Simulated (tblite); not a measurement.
## Run report: PH3S, geometry relaxation

The run: geometry relaxation of PH3S, SMILES [PH3]=S. Method and program: GFN2-xTB geometry optimisation, gas phase (tblite 0.8.0).

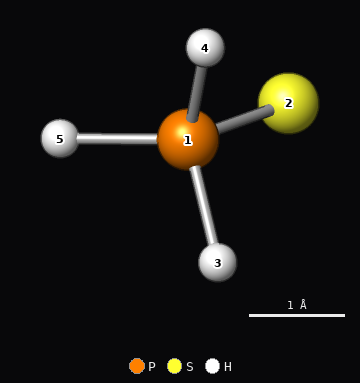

Figure 1. The starting structure (ball-and-stick view, seen at a tilt; atoms are numbered from 1 in the order of the input). Bond lengths as drawn: H–P 1.40 to 1.41 Å and P–S 1.71 Å.

Summary

| quantity | value |
| --- | --- |
| outcome | converged |
| total energy | −198.6201 eV |
| hardware | 1 CPU thread, shared host |
| peak memory | 0.18 GiB |

The input
```
{"job": {"kind": "relax", "xc": "GFN2-xTB", "basis": "xTB"}, "charge": 0, "multiplicity": 1}
P     -0.057400    -0.002100    -0.002400
S      1.644700    -0.003300    -0.183400
H     -0.374900    -0.673600     1.195100
H     -0.496000     1.341600     0.028600
H     -0.707900    -0.659700    -1.055000
```

The first line tells a small driver script what to run in tblite; the rest is the geometry in Å.

Launched with:
```bash
OMP_NUM_THREADS=1 python <driver script> task.json out
```

What the program printed
```
step      E/eV     max force
  0    -197.14860   14.600
  1    -197.76304    5.703
  2    -198.14166    4.116
  3    -198.14448    6.509
  4    -198.41998    1.356
  5    -198.47199    0.662
  6    -198.56698    1.306
  7    -198.59576    0.929
  8    -198.61749    0.148
  9    -198.61864    0.163
 10    -198.61945    0.078
 11    -198.61961    0.040
 12    -198.61970    0.038
 13    -198.61983    0.064
 14    -198.61999    0.065
 15    -198.62007    0.032
 16    -198.62009    0.006
```

Trajectory as extended XYZ (Å, eV, eV/Å), 17 frames, from step=0 to step=16
```
5
Properties=species:S:1:pos:R:3:forces:R:3 step=0 energy=-197.14860
P    -0.0574   -0.0021   -0.0024  -12.1010   0.1920   1.5070
S     1.6447   -0.0033   -0.1834   14.5010  -0.1020  -1.6950
H    -0.3749   -0.6736    1.1951   -0.9110   0.3140  -0.2930
H    -0.4960    1.3416    0.0286   -0.8520  -0.5680   0.1610
H    -0.7079   -0.6597   -1.0550   -0.6370   0.1640   0.3200
5
Properties=species:S:1:pos:R:3:forces:R:3 step=1 energy=-197.76304
P    -0.2231    0.0005    0.0182    5.6890   0.1840  -0.3590
S     1.8434   -0.0047   -0.2066   -2.8620  -0.0310   0.2450
H    -0.3873   -0.6693    1.1911   -0.9340   0.0100   0.2280
H    -0.5076    1.3338    0.0308   -0.9350   0.0420   0.1590
H    -0.7166   -0.6574   -1.0506   -0.9580  -0.2040  -0.2730
5
Properties=species:S:1:pos:R:3:forces:R:3 step=2 energy=-198.14166
P    -0.1653    0.0026    0.0149    4.0920  -0.0050  -0.4410
S     1.8176   -0.0051   -0.2046   -1.6720  -0.0290   0.1200
H    -0.3980   -0.6691    1.1935   -0.8620   0.1420   0.0080
H    -0.5183    1.3340    0.0326   -0.8470  -0.1700   0.1600
H    -0.7274   -0.6596   -1.0535   -0.7100   0.0620   0.1530
5
Properties=species:S:1:pos:R:3:forces:R:3 step=3 energy=-198.14448
P    -0.0122    0.0016   -0.0028   -5.8830  -0.0180   0.6170
S     1.7683   -0.0064   -0.2020    6.4590  -0.0720  -0.8010
H    -0.4354   -0.6620    1.1923   -0.3340   0.4440  -0.5770
H    -0.5549    1.3251    0.0396   -0.2700  -0.7560   0.1030
H    -0.7571   -0.6554   -1.0444    0.0280   0.4020   0.6570
5
Properties=species:S:1:pos:R:3:forces:R:3 step=4 energy=-198.41998
P    -0.0893    0.0025    0.0067    1.3380  -0.0580  -0.2120
S     1.8160   -0.0064   -0.2068    0.1880  -0.0350  -0.0840
H    -0.4253   -0.6622    1.1902   -0.6070   0.2790  -0.2580
H    -0.5447    1.3244    0.0379   -0.5720  -0.4260   0.1330
H    -0.7481   -0.6554   -1.0451   -0.3470   0.2410   0.4210
5
Properties=species:S:1:pos:R:3:forces:R:3 step=5 energy=-198.47199
P    -0.0664    0.0020    0.0037    0.5860  -0.0530  -0.1240
S     1.8254   -0.0072   -0.2092    0.5890  -0.0360  -0.1270
H    -0.4378   -0.6573    1.1861   -0.4930   0.2970  -0.3100
H    -0.5566    1.3170    0.0405   -0.4540  -0.4670   0.1180
H    -0.7561   -0.6516   -1.0383   -0.2280   0.2590   0.4430
5
Properties=species:S:1:pos:R:3:forces:R:3 step=6 energy=-198.56698
P     0.0032    0.0000   -0.0057   -1.2990  -0.0110   0.1330
S     1.8737   -0.0103   -0.2198    1.1960  -0.0330  -0.1820
H    -0.4845   -0.6355    1.1657   -0.0550   0.2960  -0.4050
H    -0.6004    1.2831    0.0509   -0.0120  -0.5070   0.0520
H    -0.7834   -0.6345   -1.0082    0.1700   0.2550   0.4030
5
Properties=species:S:1:pos:R:3:forces:R:3 step=7 energy=-198.59576
P     0.0118   -0.0005   -0.0070   -0.9230  -0.0020   0.1030
S     1.8944   -0.0115   -0.2241    0.6690  -0.0270  -0.1160
H    -0.4973   -0.6261    1.1554    0.0140   0.2330  -0.3230
H    -0.6119    1.2680    0.0542    0.0480  -0.3980   0.0360
H    -0.7884   -0.6270   -0.9957    0.1920   0.1930   0.2990
5
Properties=species:S:1:pos:R:3:forces:R:3 step=8 energy=-198.61749
P     0.0138   -0.0009   -0.0073   -0.0060   0.0060   0.0110
S     1.9187   -0.0133   -0.2298   -0.1470  -0.0170  -0.0110
H    -0.5105   -0.6118    1.1387    0.0190   0.0900  -0.0990
H    -0.6232    1.2446    0.0585    0.0290  -0.1330   0.0250
H    -0.7901   -0.6158   -0.9772    0.1050   0.0530   0.0740
5
Properties=species:S:1:pos:R:3:forces:R:3 step=9 energy=-198.61864
P     0.0141   -0.0009   -0.0072    0.0680   0.0050   0.0020
S     1.9194   -0.0138   -0.2307   -0.1620  -0.0150  -0.0070
H    -0.5119   -0.6089    1.1354    0.0080   0.0560  -0.0440
H    -0.6242    1.2401    0.0594    0.0120  -0.0680   0.0240
H    -0.7889   -0.6137   -0.9741    0.0740   0.0220   0.0250
5
Properties=species:S:1:pos:R:3:forces:R:3 step=10 energy=-198.61945
P     0.0145   -0.0007   -0.0070    0.0600   0.0030  -0.0010
S     1.9172   -0.0144   -0.2315   -0.0750  -0.0140  -0.0140
H    -0.5124   -0.6058    1.1323   -0.0100   0.0180   0.0150
H    -0.6244    1.2357    0.0605   -0.0120   0.0010   0.0220
H    -0.7862   -0.6120   -0.9716    0.0370  -0.0090  -0.0220
5
Properties=species:S:1:pos:R:3:forces:R:3 step=11 energy=-198.61961
P     0.0145   -0.0007   -0.0068    0.0140   0.0020   0.0030
S     1.9153   -0.0148   -0.2318   -0.0100  -0.0130  -0.0200
H    -0.5122   -0.6051    1.1322   -0.0140   0.0120   0.0220
H    -0.6242    1.2353    0.0610   -0.0170   0.0110   0.0210
H    -0.7848   -0.6119   -0.9718    0.0280  -0.0120  -0.0260
5
Properties=species:S:1:pos:R:3:forces:R:3 step=12 energy=-198.61970
P     0.0145   -0.0006   -0.0067   -0.0200   0.0020   0.0060
S     1.9141   -0.0152   -0.2323    0.0290  -0.0120  -0.0220
H    -0.5122   -0.6046    1.1327   -0.0150   0.0100   0.0200
H    -0.6243    1.2355    0.0616   -0.0170   0.0100   0.0190
H    -0.7834   -0.6123   -0.9725    0.0230  -0.0100  -0.0220
5
Properties=species:S:1:pos:R:3:forces:R:3 step=13 energy=-198.61983
P     0.0144   -0.0004   -0.0064   -0.0480   0.0020   0.0090
S     1.9129   -0.0160   -0.2336    0.0590  -0.0100  -0.0220
H    -0.5127   -0.6036    1.1337   -0.0130   0.0080   0.0130
H    -0.6249    1.2357    0.0629   -0.0150   0.0050   0.0130
H    -0.7811   -0.6128   -0.9739    0.0170  -0.0060  -0.0130
5
Properties=species:S:1:pos:R:3:forces:R:3 step=14 energy=-198.61999
P     0.0143   -0.0001   -0.0058   -0.0540   0.0020   0.0090
S     1.9124   -0.0175   -0.2358    0.0630  -0.0050  -0.0150
H    -0.5140   -0.6018    1.1351   -0.0080   0.0030   0.0030
H    -0.6264    1.2357    0.0651   -0.0090   0.0010   0.0040
H    -0.7776   -0.6135   -0.9758    0.0070  -0.0010  -0.0020
5
Properties=species:S:1:pos:R:3:forces:R:3 step=15 energy=-198.62007
P     0.0142    0.0001   -0.0054   -0.0280   0.0020   0.0060
S     1.9130   -0.0185   -0.2375    0.0310  -0.0020  -0.0060
H    -0.5153   -0.6004    1.1358   -0.0030  -0.0020  -0.0020
H    -0.6278    1.2354    0.0666   -0.0030   0.0000  -0.0020
H    -0.7755   -0.6138   -0.9768    0.0020   0.0020   0.0040
5
Properties=species:S:1:pos:R:3:forces:R:3 step=16 energy=-198.62009
P     0.0142    0.0002   -0.0053   -0.0050   0.0020   0.0030
S     1.9137   -0.0187   -0.2378    0.0060  -0.0010  -0.0020
H    -0.5157   -0.6001    1.1358   -0.0010  -0.0030  -0.0020
H    -0.6282    1.2352    0.0669   -0.0010   0.0010  -0.0030
H    -0.7753   -0.6137   -0.9767    0.0010   0.0010   0.0030
```

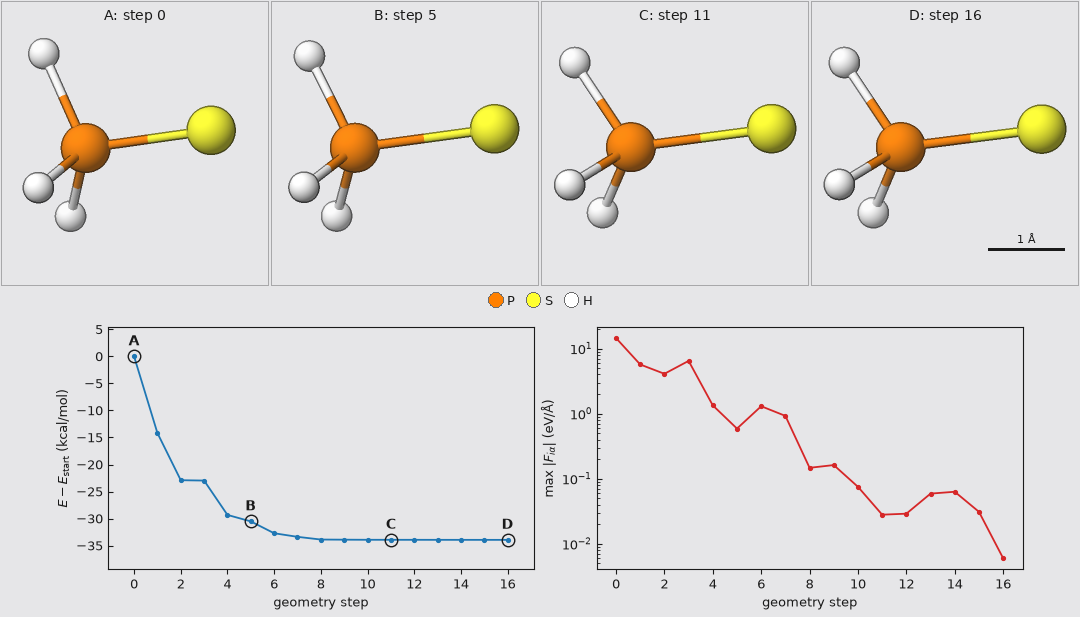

Figure 2. Frames of the relaxation (ball-and-stick view, seen at a tilt) above the curves, on which the letters mark them (steps are counted from 0).

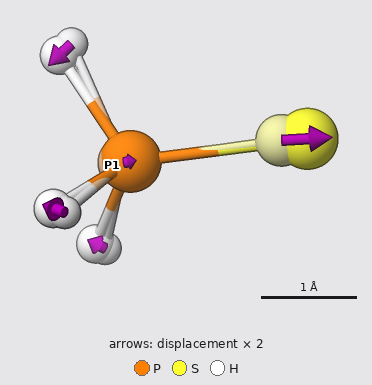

Figure 3. Start (faint) and end (solid) with the displacements as pink arrows, magnified 2 times (ball-and-stick view, seen at a tilt). The two geometries are laid on each other by the best rigid fit. The atom that moves furthest after the best rigid fit is S2 (0.28 Å). Largest moves by element: S 0.28 Å, H 0.17 Å, P 0.07 Å. Among the contacts that change: P1–S2 1.712 → 1.914 Å, P1–H3 1.409 → 1.394 Å, P1–H5 1.401 → 1.394 Å. Among the angles that change: H3–P1–H4 111.4° → 99.4°, S2–P1–H3 108.3° → 118.2°, H4–P1–H5 108.6° → 99.5°. Over 16 geometry steps the energy falls by 33.9 kcal/mol. The largest force component goes from 15 to 0.006 eV/Å. (Atoms are counted from 1 in the order of the input.)
